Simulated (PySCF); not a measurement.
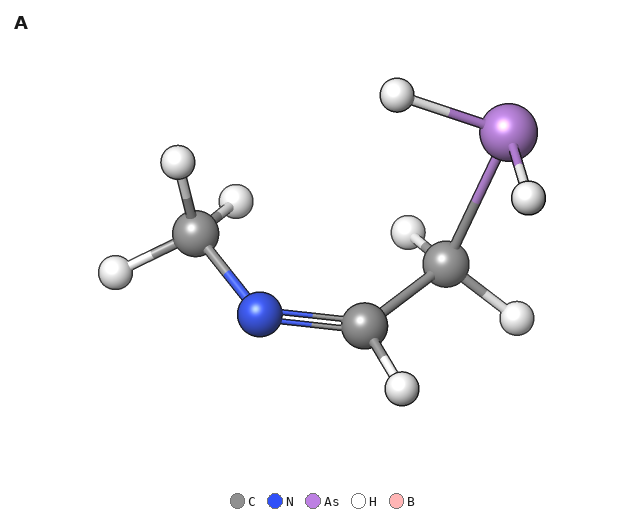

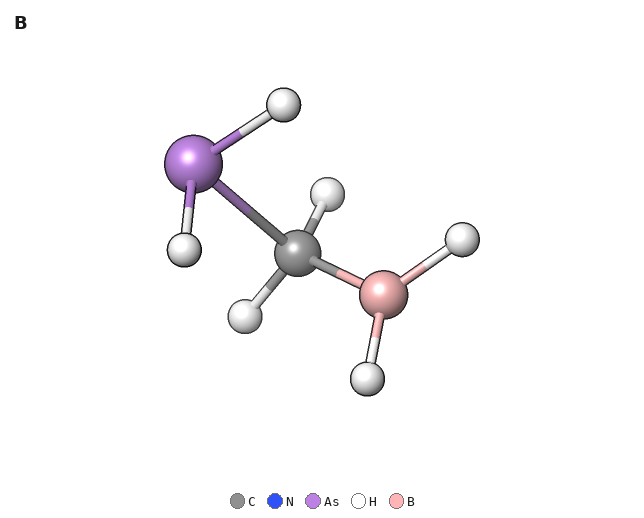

Two related species, optimised with GFN2-xTB; properties computed with PySCF 2.14.0. Both: charge 0, singlet.

> Identify both.

A is C3H8AsN (C/N=C\C[AsH2]), B is CH6AsB (BC[AsH2]).

Compare them. With ωB97X-D/def2-SVPD: dipole moment (D), HOMO–LUMO gap (eV), HOMO energy (Kohn–Sham orbital) (eV), lowest vertical singlet excitation (eV), mean static polarisability (bohr³). With GFN2-xTB: mean As–C length (Å), mean As–H length (Å).

| quantity | A | B |
| --- | --- | --- |
| dipole moment (D) | 1.56 | 0.72 |
| HOMO–LUMO gap (eV) | 10.01 | 10.09 |
| HOMO energy (Kohn–Sham orbital) (eV) | −8.64 | −9.36 |
| lowest vertical singlet excitation (eV) | 4.88 | 5.89 |
| mean static polarisability (bohr³) | 77.3 | 61.1 |
| mean As–C length (Å) | 1.998 | 2.009 |
| mean As–H length (Å) | 1.501 | 1.502 |

Each is one conformer, and no frequency run is at hand to confirm it as a minimum.

The geometry is semi-empirical. Around As, B such bond lengths and angles can be off by a tenth of an ångström or more and by several degrees, and values that hang on the shape move with them.
